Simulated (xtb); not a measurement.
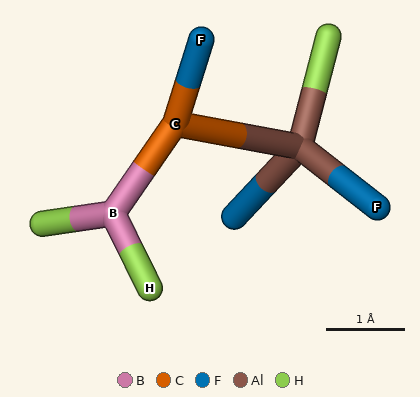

The input geometry (stick view, seen at a tilt). Sticks mark near contacts. Bond lengths as drawn: Al–C 2.28 Å, Al–F 1.66 Å, Al–H 1.51 Å, B–C 1.40 Å, B–H 1.16 to 1.17 Å and C–F 1.28 Å.

**Energy and gradient calculation, with input and output: CH3AlBF3**

System: CH3AlBF3.
Method: GFN2-xTB (xtb 6.7.1 later snapshot).

The geometry was optimised with GFN2-xTB.

### Input (geom.xyz)
```
9

B      0.02892    -1.56026    -0.21544
C      0.82355    -0.55452     0.35599
F      1.94210    -0.16373     0.85066
F      0.30726     1.63584    -1.40560
Al    -0.38835     1.35581     0.07549
F     -1.92920     0.75004     0.14220
H      0.03154    -1.58108    -1.38465
H     -0.80626    -2.14423     0.34264
H      0.07894     2.21583     1.22172
```

Run on 1 thread of Arm Neoverse V1, 24 GiB of memory available, shared host.

Launched with:
```bash
xtb geom.xyz --acc 0.1 --gfn 2 --grad > xtb.out
```

### Log
```
* xtb version 6.7.1
   ID    Z sym.   atoms
    1    5 B      1
    2    6 C      2
    3    9 F      3, 4, 6
    4   13 Al     5
    5    1 H      7-9

           -------------------------------------------------
          |                Calculation Setup                |
           -------------------------------------------------

          program call               : xtb geom.xyz --acc 0.1 --gfn 2 --grad
          coordinate file            : geom.xyz
          omp threads                :                     1

           -------------------------------------------------
          |                 G F N 2 - x T B                 |
           -------------------------------------------------

      * Hamiltonian:
        H0-scaling (s, p, d)           1.850000    2.230000    2.230000
        zeta-weighting                 0.500000
      * Dispersion:
        s8                             2.700000
        a1                             0.520000
        a2                             5.000000
        s9                             5.000000
      * Repulsion:
        kExp                           1.500000    1.000000
        rExp                           1.000000
      * Coulomb:
        alpha                          2.000000
        third order                    shell-resolved
        anisotropic                    true
        a3                             3.000000
        a5                             4.000000
        cn-shift                       1.200000
        cn-exp                         4.000000
        max-rad                        5.000000

          ...................................................
          :                      SETUP                      :
          :.................................................:
          :  # basis functions                  33          :
          :  # atomic orbitals                  32          :
          :  # shells                           16          :
          :  # electrons                        34          :
          :  max. iterations                   250          :
          :  Hamiltonian                  GFN2-xTB          :
          :  restarted?                      false          :
          :  GBSA solvation                  false          :
          :  PC potential                    false          :
          :  electronic temp.          300.0000000     K    :
          :  accuracy                    0.1000000          :
          :  -> integral cutoff          0.3500000E+02      :
          :  -> integral neglect         0.1000000E-08      :
          :  -> SCF convergence          0.1000000E-06 Eh   :
          :  -> wf. convergence          0.1000000E-04 e    :
          :  Broyden damping             0.4000000          :
          :  net charge                          0          :
          :  unpaired electrons                  0          :
          ...................................................

 iter      E             dE          RMSdq      gap      omega  full diag
   1    -20.2471542 -0.202472E+02  0.127E+01    2.12       0.0  T
   2    -20.3480808 -0.100927E+00  0.110E+01    1.81       1.0  T
   3    -20.3716934 -0.236125E-01  0.642E+00    1.84       1.0  T
   4    -20.3601434  0.115500E-01  0.173E+00    1.22       1.0  T
   5    -20.3687760 -0.863257E-02  0.121E+00    1.60       1.0  T
   6    -20.3758825 -0.710652E-02  0.562E-01    1.51       1.0  T
   7    -20.3779816 -0.209911E-02  0.193E-01    1.50       1.0  T
   8    -20.3779873 -0.570458E-05  0.944E-02    1.51       1.0  T
   9    -20.3780142 -0.268726E-04  0.362E-02    1.51       1.0  T
  10    -20.3780147 -0.505245E-06  0.835E-03    1.51       4.0  T
  11    -20.3780150 -0.291072E-06  0.257E-03    1.51      13.0  T
  12    -20.3780150 -0.174857E-07  0.718E-04    1.51      46.4  T
  13    -20.3780150 -0.176403E-08  0.178E-04    1.51     187.5  T
  14    -20.3780150 -0.166775E-09  0.882E-05    1.51     378.1  T
  15    -20.3780150 -0.435350E-10  0.318E-05    1.51    1046.9  T

   *** convergence criteria satisfied after 15 iterations ***

         #    Occupation            Energy/Eh            Energy/eV
      -------------------------------------------------------------
         1        2.0000           -0.8977948             -24.4302
       ...           ...                  ...                  ...
        11        2.0000           -0.4916317             -13.3780
        12        2.0000           -0.4868081             -13.2467
        13        2.0000           -0.4845376             -13.1849
        14        2.0000           -0.4832401             -13.1496
        15        2.0000           -0.4774624             -12.9924
        16        2.0000           -0.4411125             -12.0033
        17        2.0000           -0.4168257             -11.3424 (HOMO)
        18                         -0.3612316              -9.8296 (LUMO)
        19                         -0.2651471              -7.2150
        20                         -0.1339002              -3.6436
        21                         -0.0874627              -2.3800
        22                         -0.0560579              -1.5254
       ...                                ...                  ...
        32                          1.0947452              29.7895
      -------------------------------------------------------------
                  HL-Gap            0.0555942 Eh            1.5128 eV
             Fermi-level           -0.3890286 Eh          -10.5860 eV

 SCC (total)                   0 d,  0 h,  0 min,  0.006 sec
 SCC setup                      ...        0 min,  0.000 sec (  1.060%)
 Dispersion                     ...        0 min,  0.000 sec (  0.617%)
 classical contributions        ...        0 min,  0.000 sec (  0.348%)
 integral evaluation            ...        0 min,  0.001 sec ( 12.592%)
 iterations                     ...        0 min,  0.003 sec ( 60.553%)
 molecular gradient             ...        0 min,  0.001 sec ( 23.500%)
 printout                       ...        0 min,  0.000 sec (  1.102%)

         :::::::::::::::::::::::::::::::::::::::::::::::::::::
         ::                     SUMMARY                     ::
         :::::::::::::::::::::::::::::::::::::::::::::::::::::
         :: total energy             -20.261640958286 Eh    ::
         :: gradient norm              0.000327586973 Eh/a0 ::
         :: HOMO-LUMO gap              1.512794117867 eV    ::
         ::.................................................::
         :: SCC energy               -20.378010766873 Eh    ::
         :: -> isotropic ES            0.085762622640 Eh    ::
         :: -> anisotropic ES          0.003924039080 Eh    ::
         :: -> anisotropic XC         -0.002655158923 Eh    ::
         :: -> dispersion             -0.004275807622 Eh    ::
         :: repulsion energy           0.116369808587 Eh    ::
         :: add. restraining           0.000000000000 Eh    ::
         :: total charge               0.000000000000 e     ::
         :::::::::::::::::::::::::::::::::::::::::::::::::::::

           -------------------------------------------------
          |                Property Printout                |
           -------------------------------------------------

    * Orbital Energies and Occupations

         #    Occupation            Energy/Eh            Energy/eV
      -------------------------------------------------------------
         1        2.0000           -0.8977948             -24.4302
       ...           ...                  ...                  ...
         5        2.0000           -0.6039673             -16.4348
         6        2.0000           -0.6017980             -16.3758
         7        2.0000           -0.5889026             -16.0249
         8        2.0000           -0.5193624             -14.1326
         9        2.0000           -0.5078892             -13.8204
        10        2.0000           -0.4935850             -13.4311
        11        2.0000           -0.4916317             -13.3780
        12        2.0000           -0.4868081             -13.2467
        13        2.0000           -0.4845376             -13.1849
        14        2.0000           -0.4832401             -13.1496
        15        2.0000           -0.4774624             -12.9924
        16        2.0000           -0.4411125             -12.0033
        17        2.0000           -0.4168257             -11.3424 (HOMO)
        18                         -0.3612316              -9.8296 (LUMO)
        19                         -0.2651471              -7.2150
        20                         -0.1339002              -3.6436
        21                         -0.0874627              -2.3800
        22                         -0.0560579              -1.5254
        23                         -0.0331520              -0.9021
        24                          0.0234063               0.6369
        25                          0.0526127               1.4317
        26                          0.1166428               3.1740
        27                          0.3264121               8.8821
        28                          0.3692032              10.0465
       ...                                ...                  ...
        32                          1.0947452              29.7895
      -------------------------------------------------------------
                  HL-Gap            0.0555942 Eh            1.5128 eV
             Fermi-level           -0.3890286 Eh          -10.5860 eV

     #   Z          covCN         q      C6AA      α(0)
     1   5          2.822     0.119    19.468     7.370
     2   6          2.398     0.093    26.578     8.400
     3   9          0.791    -0.071     9.981     3.732
     4   9          0.672    -0.294    12.272     4.135
     5  13          2.978     0.434    91.948    19.541
     6   9          0.672    -0.301    12.347     4.148
     7   1          0.939     0.088     1.893     2.151
     8   1          0.942     0.060     2.197     2.317
     9   1          0.888    -0.129     6.732     4.061

 Mol. C6AA /au·bohr⁶  :       1156.900901
 Mol. C8AA /au·bohr⁸  :      42370.670622
 Mol. α(0) /au        :         55.856373

Wiberg/Mayer (AO) data.
largest (>0.10) Wiberg bond orders for each atom

 ---------------------------------------------------------------------------
     #   Z sym  total        # sym  WBO       # sym  WBO       # sym  WBO
 ---------------------------------------------------------------------------
     1   5      3.515 --     2      1.660     8      0.849     7      0.784
                             5      0.102
     2   6      3.484 --     1      1.660     3      1.212     5      0.335
                             7      0.141
     3   9      1.388 --     2      1.212
     4   9      1.246 --     5      1.171
     5  13      3.708 --     4      1.171     6      1.169     9      0.886
                             2      0.335     1      0.102
     6   9      1.235 --     5      1.169
     7   1      0.992 --     1      0.784     2      0.141
     8   1      0.996 --     1      0.849
     9   1      0.983 --     5      0.886
 ---------------------------------------------------------------------------

Topologies differ in total number of bonds
Writing topology from bond orders to xtbtopo.mol

molecular dipole:
                 x           y           z       tot (Debye)
 q only:        0.394      -1.698       0.172
   full:        0.522      -1.649       0.206       4.428
molecular quadrupole (traceless):
                xx          xy          yy          xz          yz          zz
 q only:       -3.351       0.588       3.430       0.395       2.781      -0.079
  q+dip:       -3.705       1.806       2.678       0.565       3.470       1.027
   full:       -3.600      -1.664       3.975       0.465       1.407      -0.374

           -------------------------------------------------
          | TOTAL ENERGY              -20.261640958286 Eh   |
          | GRADIENT NORM               0.000327586973 Eh/α |
          | HOMO-LUMO GAP               1.512794117867 eV   |
           -------------------------------------------------

------------------------------------------------------------------------
------------------------------------------------------------------------
 total:
 *  cpu-time:     0 d,  0 h,  0 min,  0.013 sec
 * ratio c/w:     1.000 speedup
 SCF:
 *  cpu-time:     0 d,  0 h,  0 min,  0.006 sec
 * ratio c/w:     1.000 speedup
```

### Standard error
```
normal termination of xtb
```

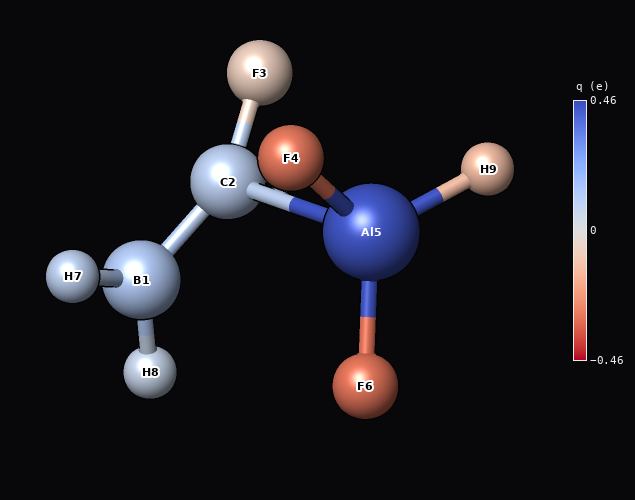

Mulliken charges, as the colour of each atom (ball-and-stick view, seen at a tilt; atoms are numbered from 1 in the order of the input). By element: B +0.12, C +0.09, F −0.30 to −0.07, Al +0.43 and H −0.13 to +0.09 e.

### Key numbers

```tsv
quantity	value
outcome	converged
electrons treated	34
total energy	−20.261641 hartree
dispersion energy	−0.004276 hartree
basis functions	33
largest force	0.010 eV/Å
HOMO	−11.34 eV
LUMO	−9.83 eV
dipole moment	4.43 D
peak memory	0.076 GiB
```

### Notes

Settings chosen away from the usual ones: method = gfn2-xtb; task = gradient; geo = {"prev": "A"}; x = {"accuracy": 0.1}.
